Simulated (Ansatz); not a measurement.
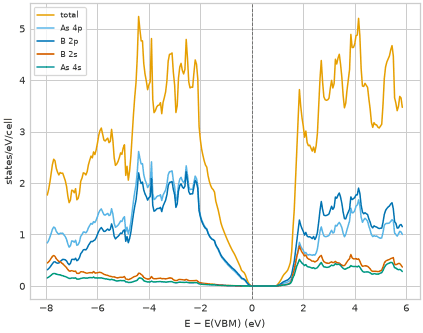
Figure. Total and projected density of states of BAs in space group P4_2/mnm (No. 136; B on 4g, As on 4f), DFT-r²SCAN in the program Ansatz with PAW potentials

Task: Which orbitals carry the states next to the gap?

Result: Top 1 eV of the valence band: B 2p 51 %, As 4p 47 %. Bottom 1 eV of the conduction band: B 2p 34 %, As 4p 22 %, B 2s 19 %, As 4s 14 %, outside the projected shells 11 %. Projections are on Löwdin-orthogonalised atomic valence shells; empty p or d shells of many metals are not among them.

Task: Where is the tallest occupied peak in this window, and what makes it?

Result: Near -4.4 eV, about 5.2 states/eV per cell; the largest projected share is As 4p.

The start of the workflow was typed in or built on a structure type; neither database checked (COD, Materials Project) lists it. It is not the phase usual at ambient conditions (space group No. 216). The cell was relaxed with r²SCAN under the symmetry of its start; its stability against distortions is not shown here. Spin–orbit coupling is left out wherever it is not named.

Potentials: the later of the program's two PAW sets.
